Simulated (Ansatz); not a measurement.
# Run report: CH₃FNSi (charge −1), nudged elastic band

The run: nudged elastic band of CH₃FNSi, charge −1, SMILES N=C[SiH-]F. Method and program: RKS r2SCAN-D4/def2-SVP (Ansatz 0.2.0).

It belongs to a series of runs on one base structure; here: band between the two ends. Figures and captions count atoms from 1; the log counts them from 0 in places.

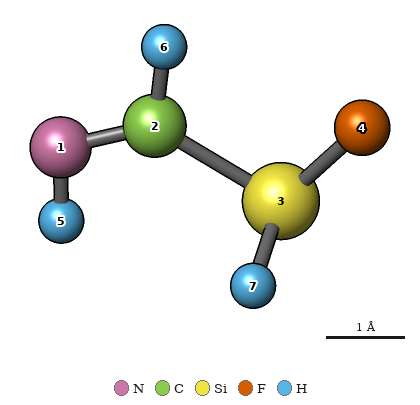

**Figure 1.** The input geometry (ball-and-stick view, seen at a tilt; atoms are numbered from 1 in the order of the input). Bond lengths as drawn: C–H 1.12 Å, C–N 1.29 Å, C–Si 1.93 Å, F–Si 1.71 Å, H–N 1.04 Å and H–Si 1.56 Å.

**Results in brief**

```tsv
quantity	value
outcome	converged
barrier, forward	1.562 eV
barrier, backward	1.365 eV
hardware	1 thread of Intel Xeon (Sapphire Rapids), 192 GiB of memory available, shared host
wall time	6.3 min
peak memory	0.14 GiB
```

**Notes**

The order of the saddle point was not checked.

**Input file**
```yaml
crystal:
  periodic: [false, false, false]
  atoms:
    - { symbol: "N", position_ang: [0.82245, 0.754667, -1.34802] }
    - { symbol: C, position_ang: [-0.016852, 0.585639, -0.376615] }
    - { symbol: Si, position_ang: [0.098174, -0.541628, 1.188398] }
    - { symbol: F, position_ang: [-1.483017, -0.316271, 1.785534] }
    - { symbol: H, position_ang: [1.592232, 0.07237, -1.209543] }
    - { symbol: H, position_ang: [-0.890946, 1.288981, -0.403578] }
    - { symbol: H, position_ang: [-0.122031, -1.843758, 0.363824] }
total_charge: -1
basis:
  gaussian: { orbitals: def2-SVP }
hamiltonian:
  xc: r2scan
  dispersion: d4
neb:
  order_check: false
  images: 5
  f_tol: 0.05
  max_iterations: 60
  spring: 20.0
  final_atoms:
    - { symbol: "N", position_ang: [1.21413244, 0.31685032, -1.10573409] }
    - { symbol: C, position_ang: [0.21629431, 0.34993305, -0.28015004] }
    - { symbol: Si, position_ang: [-0.01351044, -0.64694681, 1.35375115] }
    - { symbol: F, position_ang: [-1.63573287, -0.1802247, 1.63336167] }
    - { symbol: H, position_ang: [1.0820336, 1.04230634, -1.82964066] }
    - { symbol: H, position_ang: [-0.59825714, 1.12160324, -0.41176311] }
    - { symbol: H, position_ang: [-0.26494989, -2.00352144, 0.64017509] }
  initial_path:
    images:
      - { positions_ang: [[0.82245, 0.754667, -1.34802], [-0.016852, 0.585639, -0.376615], [0.098174, -0.541628, 1.188398], [-1.483017, -0.316271, 1.785534], [1.592232, 0.07237, -1.209543], [-0.890946, 1.288981, -0.403578], [-0.122031, -1.843758, 0.363824]] }
      - { positions_ang: [[0.93748177, 0.73451384, -1.23797243], [0.02628067, 0.57538763, -0.34092715], [0.04110482, -0.51749345, 1.20730048], [-1.57360765, -0.39433187, 1.69469038], [1.40083294, 0.13117635, -1.45095537], [-0.78377318, 1.33092545, -0.39388239], [-0.04830937, -1.86017796, 0.52174649]] }
      - { positions_ang: [[1.05251354, 0.71436069, -1.12792487], [0.06941334, 0.56513627, -0.3052393], [-0.01596436, -0.4933589, 1.22620296], [-1.6641983, -0.47239275, 1.60384676], [1.20943389, 0.1899827, -1.69236774], [-0.67660037, 1.3728699, -0.38418679], [0.02541227, -1.87659791, 0.67966897]] }
      - { positions_ang: [[1.16754531, 0.69420753, -1.0178773], [0.11254601, 0.5548849, -0.26955146], [-0.07303354, -0.46922435, 1.24510544], [-1.75478895, -0.55045362, 1.51300314], [1.01803483, 0.24878906, -1.9337801], [-0.56942755, 1.41481435, -0.37449118], [0.0991339, -1.89301787, 0.83759146]] }
      - { positions_ang: [[1.18307435, 0.56842179, -1.0471629], [0.14712877, 0.48656762, -0.27308432], [-0.0531925, -0.52846517, 1.28132068], [-1.71510359, -0.42704398, 1.55312265], [1.03936775, 0.51329482, -1.89906696], [-0.57903742, 1.31707731, -0.38691516], [-0.02222736, -1.92985239, 0.771786]] }
      - { positions_ang: [[1.19860339, 0.44263606, -1.07644849], [0.18171154, 0.41825033, -0.27661718], [-0.03335147, -0.58770599, 1.31753591], [-1.67541823, -0.30363434, 1.59324216], [1.06070068, 0.77780058, -1.86435381], [-0.58864728, 1.21934028, -0.39933914], [-0.14358863, -1.96668692, 0.70598054]] }
      - { positions_ang: [[1.21413244, 0.31685032, -1.10573409], [0.21629431, 0.34993305, -0.28015004], [-0.01351044, -0.64694681, 1.35375115], [-1.63573287, -0.1802247, 1.63336167], [1.0820336, 1.04230634, -1.82964066], [-0.59825714, 1.12160324, -0.41176311], [-0.26494989, -2.00352144, 0.64017509]] }
```

Launched with:
```bash
ansatz run input.yaml --threads 1 --pin off --max-ram 2048MiB --backend cpu --events-out ev --progress --plain --runs-dir out
```

**What the program printed**
```
Engine: ansatz 0.2.0, x86_64-unknown-linux-gnu
Functional definition: r2SCAN
  parameter k0 = 0.174
  parameter k1 = 0.065
  parameter a1 = 4.9479
  exchange = r2scan_x(k0 = k0, k1 = k1, a1 = a1)
  correlation = r2scan_c
848 factors; their error is unknown
mean field evaluation 1: about -13159.0404 eV, gradient 2.9e1 eV
mean field evaluation 2: about -13153.3281 eV, gradient 5.6e1 eV
mean field evaluation 4: about -13161.0690 eV, gradient 4.4e0 eV
mean field evaluation 8: about -13161.1146 eV, gradient 5.0e-2 eV
mean field evaluation 16: about -13161.0495 eV, gradient 8.4e-5 eV
mean field -13161.04951917 eV, -483.6596489496 hartree, gradient 9.9e-6 eV, S^2 0.000000; 0 other end points of the search recorded, 0 dependent functions left out
the calculation of the forces begins
reference -13161.04952739 eV, -483.6596492519 hartree; 20, 20 occupied and 55, 55 virtual orbitals, 848 factors
848 factors; their error is unknown
mean field evaluation 32: about -13160.8518 eV, gradient 1.9e-3 eV
mean field -13160.85176891 eV, -483.6523817617 hartree, gradient 1.5e-5 eV, S^2 0.000000; 0 other end points of the search recorded, 0 dependent functions left out
[... from here on the field's lines of each further geometry are left out, up to the last ...]
NEB iter   1: max|band force component| = 1.714e1 eV/Å  barrier→ = 3.5412 eV  barrier← = 3.3433 eV  Δτ_max = 0.1921 Å  (213 SCF iters)
NEB iter   2: max|band force component| = 2.029e0 eV/Å  barrier→ = 1.8664 eV  barrier← = 1.6684 eV  Δτ_max = 0.1898 Å  (183 SCF iters)
NEB iter   3: max|band force component| = 1.631e0 eV/Å  barrier→ = 1.8209 eV  barrier← = 1.6230 eV  Δτ_max = 0.1020 Å  (173 SCF iters)
NEB iter   4: max|band force component| = 1.259e0 eV/Å  barrier→ = 1.6892 eV  barrier← = 1.4913 eV  Δτ_max = 0.0504 Å  (152 SCF iters)
NEB iter   5: max|band force component| = 7.492e-1 eV/Å  barrier→ = 1.5943 eV  barrier← = 1.3964 eV  Δτ_max = 0.1210 Å  (154 SCF iters)
NEB iter   6: max|band force component| = 1.917e0 eV/Å  barrier→ = 1.3702 eV  barrier← = 1.1722 eV  CI = image 3  Δτ_max = 0.1665 Å  (163 SCF iters)
NEB iter   7: max|band force component| = 5.675e-1 eV/Å  barrier→ = 1.7144 eV  barrier← = 1.5164 eV  CI = image 3  Δτ_max = 0.0696 Å  (159 SCF iters)
NEB iter   8: max|band force component| = 6.030e-1 eV/Å  barrier→ = 1.6650 eV  barrier← = 1.4671 eV  CI = image 3  Δτ_max = 0.0655 Å  (155 SCF iters)
NEB iter   9: max|band force component| = 1.871e-1 eV/Å  barrier→ = 1.6332 eV  barrier← = 1.4353 eV  CI = image 3  Δτ_max = 0.0858 Å  (155 SCF iters)
NEB iter  10: max|band force component| = 1.797e-1 eV/Å  barrier→ = 1.6105 eV  barrier← = 1.4126 eV  CI = image 3  Δτ_max = 0.0431 Å  (154 SCF iters)
NEB iter  11: max|band force component| = 1.723e-1 eV/Å  barrier→ = 1.6001 eV  barrier← = 1.4022 eV  CI = image 3  Δτ_max = 0.0672 Å  (154 SCF iters)
NEB iter  12: max|band force component| = 1.552e-1 eV/Å  barrier→ = 1.5889 eV  barrier← = 1.3910 eV  CI = image 3  Δτ_max = 0.0463 Å  (152 SCF iters)
NEB iter  13: max|band force component| = 2.062e-1 eV/Å  barrier→ = 1.5833 eV  barrier← = 1.3853 eV  CI = image 3  Δτ_max = 0.0340 Å  (154 SCF iters)
NEB iter  14: max|band force component| = 1.145e-1 eV/Å  barrier→ = 1.5770 eV  barrier← = 1.3791 eV  CI = image 3  Δτ_max = 0.0211 Å  (156 SCF iters)
NEB iter  15: max|band force component| = 1.167e-1 eV/Å  barrier→ = 1.5737 eV  barrier← = 1.3758 eV  CI = image 3  Δτ_max = 0.0090 Å  (157 SCF iters)
NEB iter  16: max|band force component| = 9.709e-2 eV/Å  barrier→ = 1.5719 eV  barrier← = 1.3740 eV  CI = image 3  Δτ_max = 0.0084 Å  (151 SCF iters)
NEB iter  17: max|band force component| = 9.100e-2 eV/Å  barrier→ = 1.5704 eV  barrier← = 1.3725 eV  CI = image 3  Δτ_max = 0.0084 Å  (152 SCF iters)
NEB iter  18: max|band force component| = 8.296e-2 eV/Å  barrier→ = 1.5690 eV  barrier← = 1.3711 eV  CI = image 3  Δτ_max = 0.0100 Å  (149 SCF iters)
NEB iter  19: max|band force component| = 7.326e-2 eV/Å  barrier→ = 1.5675 eV  barrier← = 1.3696 eV  CI = image 3  Δτ_max = 0.0107 Å  (150 SCF iters)
NEB iter  20: max|band force component| = 6.219e-2 eV/Å  barrier→ = 1.5661 eV  barrier← = 1.3682 eV  CI = image 3  Δτ_max = 0.0109 Å  (149 SCF iters)
NEB iter  21: max|band force component| = 5.208e-2 eV/Å  barrier→ = 1.5649 eV  barrier← = 1.3670 eV  CI = image 3  Δτ_max = 0.0098 Å  (150 SCF iters)
NEB iter  22: max|band force component| = 4.524e-2 eV/Å  barrier→ = 1.5640 eV  barrier← = 1.3661 eV  CI = image 3  Δτ_max = 0.0079 Å  (152 SCF iters)
NEB iter  23: max|band force component| = 6.028e-2 eV/Å  barrier→ = 1.5635 eV  barrier← = 1.3656 eV  CI = image 3  Δτ_max = 0.0124 Å  (32 SCF iters)
NEB iter  24: max|band force component| = 5.918e-2 eV/Å  barrier→ = 1.5630 eV  barrier← = 1.3651 eV  CI = image 3  Δτ_max = 0.0076 Å  (160 SCF iters)
NEB iter  25: max|band force component| = 2.640e-2 eV/Å  barrier→ = 1.5626 eV  barrier← = 1.3647 eV  CI = image 3  Δτ_max = 0.0043 Å  (145 SCF iters)
the calculation of the forces begins
reference -13160.76033944 eV, -483.6490217906 hartree; 20, 20 occupied and 55, 55 virtual orbitals, 848 factors
848 factors; their error is unknown
mean field -13159.48736137 eV, -483.6022407094 hartree, gradient 2.3e-5 eV, S^2 0.000000; 1 other end points of the search recorded, 0 dependent functions left out
the calculation of the forces begins
reference -13159.48737029 eV, -483.6022410374 hartree; 20, 20 occupied and 55, 55 virtual orbitals, 848 factors
NEB iter  26: max|band force component| = 3.432e-2 eV/Å  barrier→ = 1.5624 eV  barrier← = 1.3645 eV  CI = image 3  Δτ_max = 0.0000 Å  (178 SCF iters)
```

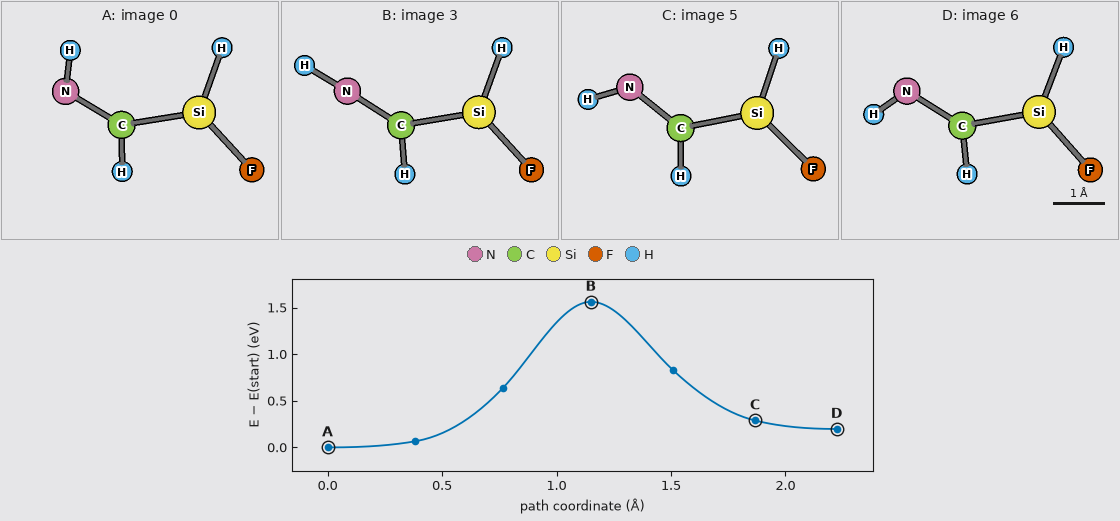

**Figure 2.** Images of the last band (counted from 0; ball-and-stick, seen at a tilt) above the energy along the path; the line is a cubic interpolation that uses the forces. The highest image is number 3, 1.562 eV above the start and 1.365 eV above the end (the climbing image); the end lies 0.198 eV above the start. The path is 2.22 Å long. The band converged in 26 iterations.

```
Total energy: -13159.52294989 eV, -483.6035485633 hartree
Atom 0 at     0.930173     0.502587    -1.195917 Å, force    -0.018450    -0.029776    -0.024367 eV/Å
Atom 1 at     0.030132     0.460678    -0.312698 Å, force     0.008591     0.015641     0.016416 eV/Å
Atom 2 at     0.026959    -0.544118     1.347492 Å, force     0.000965     0.001452    -0.002621 eV/Å
Atom 3 at    -1.592095    -0.245106     1.808781 Å, force     0.000099    -0.001657    -0.000779 eV/Å
Atom 4 at     1.652982     0.564911    -1.868824 Å, force     0.011333     0.015622     0.011677 eV/Å
Atom 5 at    -0.882061     1.170515    -0.404617 Å, force    -0.001018    -0.001063    -0.001097 eV/Å
Atom 6 at    -0.166080    -1.909466     0.625783 Å, force    -0.001521    -0.000219     0.000771 eV/Å
Dipole moment:     0.080326     0.237506    -0.507003 e Å
this run last wrote the band of iteration 26 to [file]; this run last wrote the band within `neb.f_tol` of iteration 25 to [file]
```

**The last band as extended XYZ (Å, eV, eV/Å)**
```
7
Properties=species:S:1:pos:R:3:forces:R:3 image=0 energy=-13161.08536
N     0.8225    0.7547   -1.3480   -0.0030  -0.0021   0.0046
C    -0.0169    0.5856   -0.3766    0.0032   0.0075  -0.0027
Si    0.0982   -0.5416    1.1884    0.0021  -0.0015   0.0000
F    -1.4830   -0.3163    1.7855   -0.0002   0.0000  -0.0009
H     1.5922    0.0724   -1.2095    0.0022  -0.0017  -0.0013
H    -0.8909    1.2890   -0.4036   -0.0036   0.0000  -0.0006
H    -0.1220   -1.8438    0.3638   -0.0008  -0.0022   0.0010
7
Properties=species:S:1:pos:R:3:forces:R:3 image=1 energy=-13161.01931
N     0.8063    0.8123   -1.3767   -0.0446   0.1093  -0.0826
C     0.0448    0.5142   -0.3716   -0.0451   0.0640  -0.0734
Si    0.0745   -0.5724    1.2425    0.0833   0.0227  -0.1015
F    -1.5283   -0.2308    1.7291    0.1053   0.0171  -0.0363
H     1.6590    0.2270   -1.4052   -0.0972  -0.2273   0.3449
H    -0.8671    1.1686   -0.3309   -0.0542   0.0062   0.0217
H    -0.1893   -1.9189    0.5128    0.0525   0.0079  -0.0728
7
Properties=species:S:1:pos:R:3:forces:R:3 image=2 energy=-13160.44449
N     0.8221    0.7216   -1.3318   -0.9986   1.7398  -1.1907
C     0.0721    0.4606   -0.3226    0.1991  -0.0757  -0.1635
Si    0.0291   -0.5777    1.3267    0.1689  -0.0517  -0.0710
F    -1.5843   -0.2327    1.7797    0.1559   0.0554  -0.1431
H     1.7108    0.3914   -1.6925    0.3168  -1.2862   1.2946
H    -0.8338    1.1576   -0.3465    0.1222  -0.3506   0.2912
H    -0.2160   -1.9209    0.5871    0.0356  -0.0311  -0.0175
7
Properties=species:S:1:pos:R:3:forces:R:3 image=3 energy=-13159.52294
N     0.9302    0.5026   -1.1959   -0.0185  -0.0298  -0.0244
C     0.0301    0.4607   -0.3127    0.0086   0.0156   0.0164
Si    0.0270   -0.5441    1.3475    0.0010   0.0015  -0.0026
F    -1.5921   -0.2451    1.8088    0.0001  -0.0017  -0.0008
H     1.6530    0.5649   -1.8688    0.0113   0.0156   0.0117
H    -0.8821    1.1705   -0.4046   -0.0010  -0.0011  -0.0011
H    -0.1661   -1.9095    0.6258   -0.0015  -0.0002   0.0008
7
Properties=species:S:1:pos:R:3:forces:R:3 image=4 energy=-13160.25569
N     1.0691    0.3428   -1.0670    1.0390  -1.3286   0.8884
C     0.0347    0.4688   -0.3243    0.0553   0.0206  -0.1163
Si    0.0224   -0.5393    1.3373   -0.0698   0.0825  -0.0468
F    -1.6032   -0.2827    1.8008   -0.0821   0.0093  -0.0080
H     1.4727    0.7421   -1.9085   -1.2425   1.0295  -0.3185
H    -0.8564    1.1794   -0.4577    0.3238   0.1523  -0.4137
H    -0.1394   -1.9112    0.6195   -0.0237   0.0344   0.0149
7
Properties=species:S:1:pos:R:3:forces:R:3 image=5 energy=-13160.79609
N     1.1706    0.2905   -1.0359    0.1972  -0.1406   0.0409
C     0.1133    0.4223   -0.3023    0.1418  -0.1084   0.0247
Si   -0.0047   -0.5763    1.3472   -0.0409  -0.0093   0.0475
F    -1.6383   -0.2897    1.7559   -0.0604   0.0491  -0.0703
H     1.2394    0.9054   -1.8600   -0.4799   0.2580   0.0548
H    -0.7126    1.1776   -0.5065    0.2687  -0.0373  -0.1509
H    -0.1676   -1.9299    0.6015   -0.0264  -0.0116   0.0534
7
Properties=species:S:1:pos:R:3:forces:R:3 image=6 energy=-13160.88744
N     1.2141    0.3169   -1.1057    0.0035   0.0042  -0.0108
C     0.2163    0.3499   -0.2802   -0.0057  -0.0133   0.0026
Si   -0.0135   -0.6469    1.3538   -0.0078   0.0072   0.0089
F    -1.6357   -0.1802    1.6334    0.0111  -0.0017  -0.0033
H     1.0820    1.0423   -1.8296    0.0022  -0.0015   0.0077
H    -0.5983    1.1216   -0.4118   -0.0034   0.0041  -0.0009
H    -0.2650   -2.0035    0.6402    0.0000   0.0010  -0.0042
```
